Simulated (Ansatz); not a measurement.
CH$_{3}$NTeZn: several calculations on one system

### Relaxation

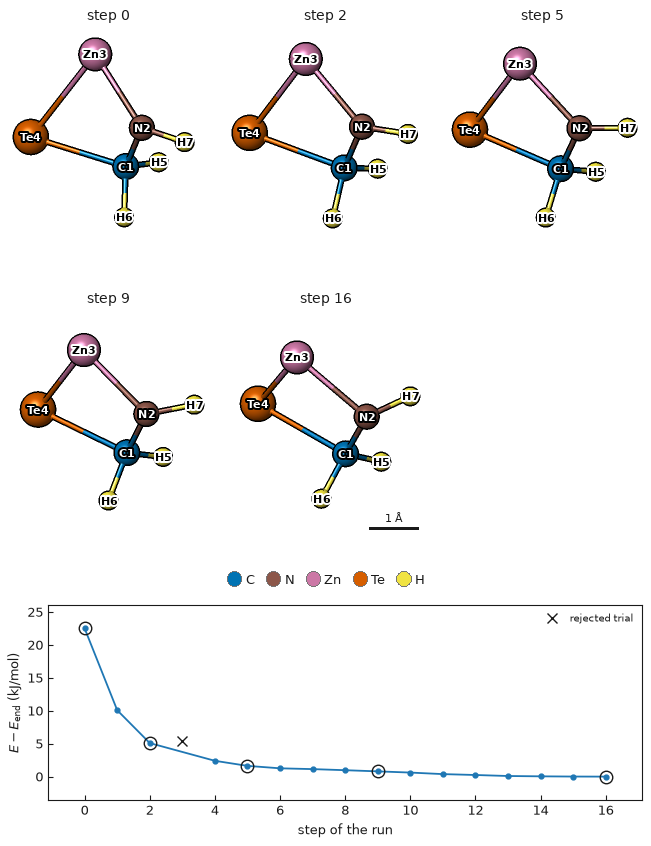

Frames of a relaxation of CH$_{3}$NTeZn, marked on the history of the run. A ball-and-stick model, seen at a tilt.

The run prepares an end point of a later path (hydrogen shift) calculation, from a guessed geometry.

Computed with RKS CAM-B3LYP/def2-SVP in Ansatz. Set-up: no spin polarisation; force threshold 0.02 eV/Å; at most 50 steps.

Q: Describe the path.

A: The atom that moves furthest after the best rigid fit is H7 (0.81 Å). By element the largest moves are H 0.81 Å, Zn 0.72 Å, Te 0.55 Å, N 0.21 Å, C 0.14 Å. Some distances before and after: C1–Te4 2.180 → 2.400 Å, Zn3–Te4 2.508 → 2.458 Å, C1–N2 1.434 → 1.421 Å, N2–Zn3 1.901 → 1.910 Å. Bond angles that change, for instance: Zn3–N2–H7 143.2° → 113.1°, N2–Zn3–Te4 82.9° → 94.1°, Te4–C1–H6 109.0° → 98.3°. Over 15 accepted moves (16 points after the start) the energy falls by 22.5 kJ/mol. Largest force component: 0.58 eV/Å at the start, 0.013 eV/Å at the end. The line search rejected the trial step at point 3 of the run. From step 0 to 2: Zn3 moves most (0.25 Å), energy −17.4 kJ/mol. From step 2 to 5: H7 moves most (0.20 Å), energy −3.46 kJ/mol. From step 5 to 9: H7 moves most (0.19 Å), energy −0.83 kJ/mol. From step 9 to 16: H7 moves most (0.23 Å), energy −0.80 kJ/mol.

```tsv
step	E − E(0), kJ/mol	largest force component, eV/Å	note
0	0.00	0.5775	
1	-12.42	0.6070	
2	-17.41	0.3975	
3	-17.09	0.9801	rejected
4	-20.10	0.1242	
5	-20.87	0.1370	
6	-21.24	0.0880	
7	-21.36	0.2985	
8	-21.53	0.1365	
9	-21.70	0.0510	
10	-21.89	0.4372	
11	-22.12	0.2230	
12	-22.25	0.0852	
13	-22.41	0.0418	
14	-22.46	0.1610	
15	-22.49	0.0536	
16	-22.50	0.0131
```

### Relaxation

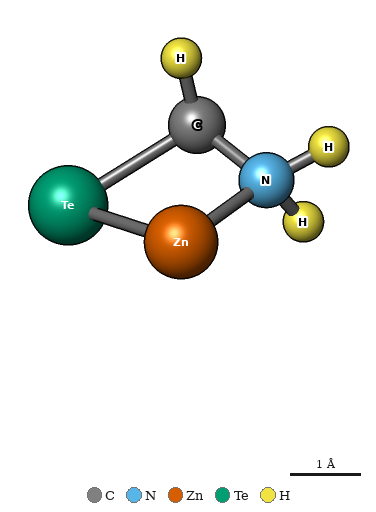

CH3NTeZn, before the relaxation. The picture is a ball-and-stick view, seen from a free direction.

The run prepares an end point of a later path (hydrogen shift) calculation, from a guessed geometry.

Level of theory: RKS CAM-B3LYP/def2-SVP in Ansatz 0.2.0.

The input:
```yaml
crystal:
  periodic: [false, false, false]
  atoms:
    - { symbol: C, position_ang: [-0.40467, 0.35618, -0.10751] }
    - { symbol: "N", position_ang: [0.92869, 0.11089, 0.35985] }
    - { symbol: Zn, position_ang: [0.80077, -1.78221, 0.23926] }
    - { symbol: Te, position_ang: [-0.927, -1.24157, -1.49585] }
    - { symbol: H, position_ang: [-1.1758, 0.37267, 0.6713] }
    - { symbol: H, position_ang: [1.64597, 0.56774, -0.23882] }
    - { symbol: H, position_ang: [1.23209, 0.86928, 0.96506] }
basis:
  gaussian: { orbitals: def2-SVP }
hamiltonian:
  xc: cam_b3lyp
relax:
  f_tol: 0.02
  max_steps: 50
```

Launched with:
```bash
ansatz run input.yaml --threads 2 --pin off --max-ram 3072MiB --backend cpu --events-out ev --progress --plain --runs-dir out
```

**What does the optimiser find from here?**

The energy falls by 2.198 eV in 32 accepted moves (37 points after the start). The largest force component goes from 4 to 0.014 eV/Å. The line search rejected the trial steps at points 9, 14, 22, 24, 32 of the run. The forces were under the threshold at step 15, but the run went on from there. The largest move after the best rigid fit is that of Zn3, 1.97 Å. Largest moves by element: Zn 1.97 Å, H 1.11 Å, Te 0.60 Å, N 0.47 Å, C 0.20 Å. Some distances before and after: N2–Zn3 1.901 → 3.814 Å, C1–Zn3 2.479 → 4.391 Å, Zn3–Te4 2.508 → 4.182 Å, C1–Te4 2.180 → 2.012 Å. Bonds break, among them: N2–Zn3 (1.90 → 3.81 Å), Zn3–Te4 (2.51 → 4.18 Å). Bond angles that change, for instance: H6–N2–H7 79.0° → 118.2°, N2–C1–Te4 107.8° → 126.8°, Te4–C1–H5 107.2° → 119.8°.

The structure at the end:

```xyz
7

C    -0.5803    0.4209   -0.0470
N     0.6400    0.4708    0.4630
Zn    2.3514   -2.8296   -0.3898
Te   -1.3752   -1.0800   -1.1251
H    -1.1805    1.3143    0.1682
H     1.2782   -0.3105    0.3241
H     0.9665    1.2671    0.9998
```

The end point in the same view:

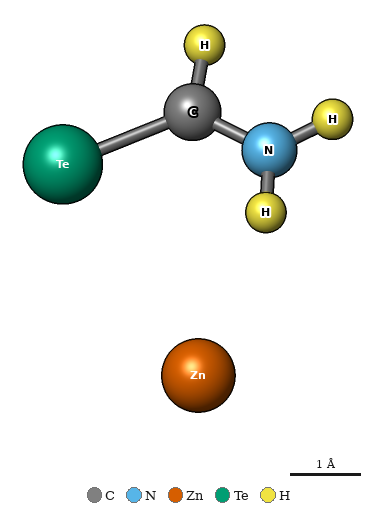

### Path

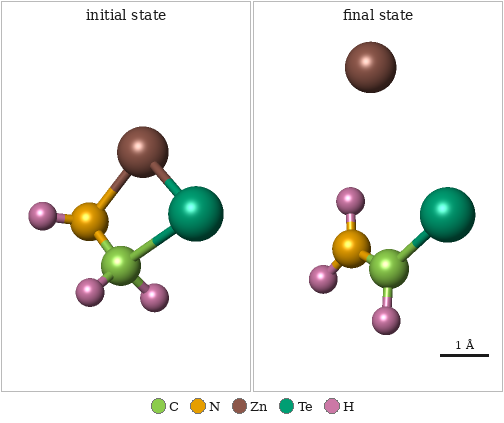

The two relaxed end points of a path for CH3NTeZn. Style: ball-and-stick. Shown at a tilt.

Level of theory: Ansatz, RKS CAM-B3LYP/def2-SVP.

Settings: 5 movable images; climbing image; force threshold 0.05 eV/Å; iteration limit 60.

Start:
```xyz
7

C    -0.3368    0.4829   -0.1130
N     0.9603    0.3060    0.4384
Zn    1.1287   -1.4545   -0.2833
Te   -1.1920   -1.5363   -1.0880
H    -1.1246    0.7693    0.5983
H    -0.3590    1.1139   -1.0095
H     0.9233    0.3186    1.4572
```

End:
```xyz
7

C    -0.9471    0.3806    0.1488
N     0.3309    0.5527    0.4468
Zn    2.2765   -2.2269   -1.2960
Te   -1.7250   -1.0373   -1.0475
H    -1.6098    1.1125    0.6284
H     1.0301   -0.0762    0.0560
H     0.6443    1.2946    1.0635
```

> Predict the minimum-energy path and its barrier.

The highest point, image 2, lies 2.45 eV above the start and 2.68 eV above the end; the end is at −0.23 eV relative to the start. Breaking: C1–H6 (1.10 → 1.31 at the top → 2.03 Å), N2–Zn3 (1.91 → 2.09 at the top → 3.81 Å), Zn3–Te4 (2.46 → 2.71 at the top → 4.18 Å). Forming: N2–H6 (2.12 → 1.22 at the top → 1.02 Å). The band converged in 13 iterations. The largest component of the band force went from 72 to 0.047 eV/Å. The climbing image converged on the top of the path. Its vibrational analysis gives one imaginary mode (1692i cm⁻¹), as a transition state must have.

Energies of the converged images:

| image | path (Å) | E (eV) |
| --- | --- | --- |
| 0 | 0.00 | 0.000 |
| 1 | 0.87 | 0.046 |
| 2 | 1.74 | 2.449 |
| 3 | 2.64 | 0.301 |
| 4 | 3.55 | -0.211 |
| 5 | 4.46 | -0.221 |
| 6 | 5.36 | -0.227 |

The geometry at the top of the path:

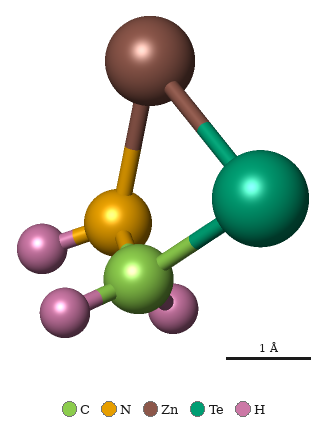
